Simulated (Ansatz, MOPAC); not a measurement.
## GeH4 (germane): the highest harmonic wavenumber at each level's own minimum, rung by rung

GeH4, singlet, SMILES `[GeH4]`. Each level relaxes the structure for itself.

Each level gives the highest harmonic wavenumber at each level's own minimum (cm⁻¹). The values are calculated.

```csv
level,kind,program,value (cm⁻¹)
PM6-D3H4,semi-empirical,MOPAC,2387
PM6-DH+,semi-empirical,MOPAC,2382
PM7,semi-empirical,MOPAC,2303
PM7-,semi-empirical,MOPAC,2303
SVWN5/def2-TZVP,LDA,Ansatz,2136
PBE-D3(BJ)/def2-TZVP,GGA,Ansatz,2112
r2SCAN/def2-TZVP,meta-GGA,Ansatz,2177
PBE0-D4/def2-TZVP,global hybrid,Ansatz,2176
B3LYP-D4/def2-TZVP,global hybrid,Ansatz,2154
```

All-electron rows without a relativistic Hamiltonian named are non-relativistic. Harmonic and unscaled. The values span 2112 to 2387 cm⁻¹.

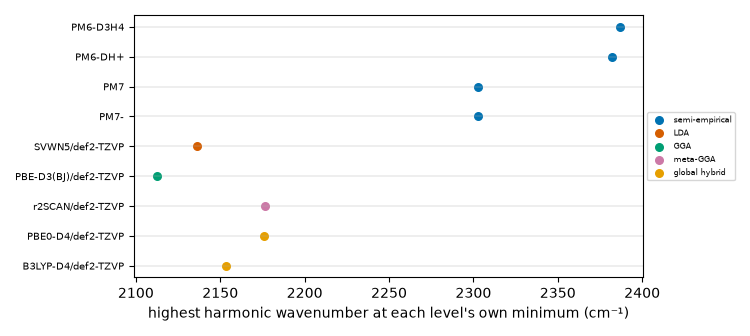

The values of the table, level by level.
